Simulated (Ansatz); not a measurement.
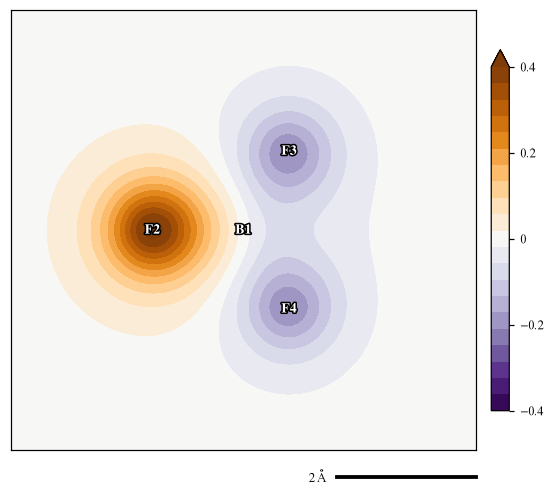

The picture shows: BF3 (SMILES FB(F)F). The HOMO−1 on a plane 0.8 Å above the molecular plane (values in Å⁻³ᐟ²; the overall sign is arbitrary).

Geometry: PBE0-D3(BJ)/def2-SVP.

Method: isolated molecule in a Gaussian basis; Kohn-Sham density functional theory, functional PBE0 in Ansatz 0.2.0.

Q: Describe this orbital and give its energy.

A: By Hirshfeld shares it lies mainly on F2 (about 60 %), F3 (about 15 %) and F4 (about 15 %); it changes sign across the molecular plane (π type); π-bonding across B1–F3 and B1–F4. It is one of a degenerate set, so its orientation is arbitrary. Its energy is −13.13 eV.
